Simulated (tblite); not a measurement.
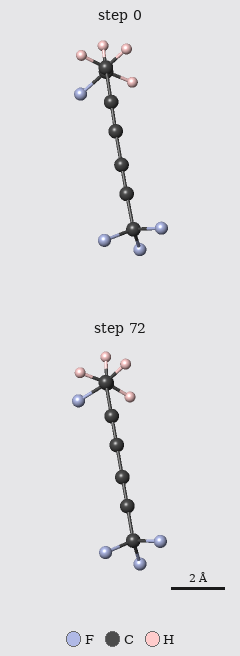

The structure of C7H4F4 before (top) and after (bottom) a relaxation, at one scale.

Style: ball-and-stick. Shown from a free direction.

Method: tblite 0.8.0, GFN2-xTB geometry optimisation, gas phase. 

> What changed between the two?

The largest move after the best rigid fit is that of an F atom, 0.26 Å. By element the largest moves are F 0.26 Å, H 0.18 Å, C 0.07 Å. Some distances before and after: C–C 1.414 → 1.354 Å, C–H 1.138 → 1.095 Å, C–F 1.386 → 1.345 Å, C–C 1.488 → 1.449 Å. Among the angles between lasting bonds that change: C–C–F 105.0° → 112.3°, F–C–F 112.5° → 106.6°, F–C–F 112.1° → 106.6°. After 72 geometry steps the energy has fallen by 46.8 kJ/mol.
